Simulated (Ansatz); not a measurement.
# SiH2Br− (SMILES [SiH2-]Br): the energy, rung by rung

SiH2Br− has 4 atoms, charge -1, and is taken as a singlet. As SMILES, `[SiH2-]Br`. The shape is that of a GFN2-xTB optimisation.

| atom | x (Å) | y (Å) | z (Å) |
| --- | --- | --- | --- |
| Si | -0.1920 | -0.3430 | -0.6194 |
| Br | 1.6877 | -0.2714 | 0.9111 |
| H | -1.2099 | -0.5300 | 0.4614 |
| H | -0.2858 | 1.1444 | -0.7531 |

Each level gives the energy change with the Si1–H3 bond stretched from 1.496 to 2.245 Å (eV). The values are calculated.

| level | kind | program | value (eV) | less FCI/STO-3G | CPU time (all runs) |
| --- | --- | --- | --- | --- | --- |
| BLYP/STO-3G (restricted) | GGA | Ansatz | 1.94 | -0.41 | 2.6 s |
| revPBE/STO-3G (restricted) | GGA | Ansatz | 1.99 | -0.36 | 2.7 s |
| BHLYP/STO-3G (restricted) | global hybrid | Ansatz | 2.67 | +0.32 | 2.6 s |
| r2SCAN0/STO-3G (restricted) | hybrid meta-GGA | Ansatz | 2.51 | +0.16 | 7.2 s |
| B2PLYP/STO-3G (restricted) | double hybrid | Ansatz | 2.45 | +0.10 | 3.6 s |
| MP2/STO-3G (restricted) | perturbation theory | Ansatz | 2.68 | +0.33 | 0.46 s |
| CCSDT(Q)/STO-3G (restricted) | coupled cluster or CI | Ansatz | 2.35 | 0.00 | 1.1 s |
| FCI/STO-3G | exact in the basis | Ansatz | 2.35 | 0.00 | 1.8 s |

FCI/STO-3G is exact within its basis and frozen core, so for wave-function methods in that basis the difference is their error; functionals converge differently with the basis, so for them it is only a difference. All-electron rows without a relativistic Hamiltonian named are non-relativistic. Sets without diffuse functions describe the anion poorly. The first shape isn't each level's own minimum. The values span 1.94 to 2.68 eV. All rows use very small basis sets, so none should be taken for the real molecule's value. In the correlated wave-function rows the outer d shell of Br is correlated, in sets not made for it. Times are those of the runs behind each value, whatever else they computed, on shared processors of several kinds: orders of magnitude only.

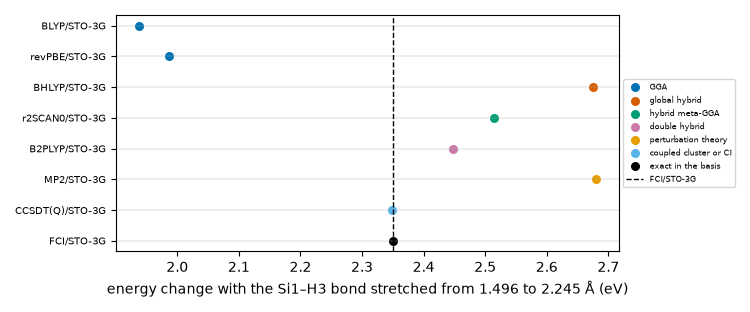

The values of the table, level by level.
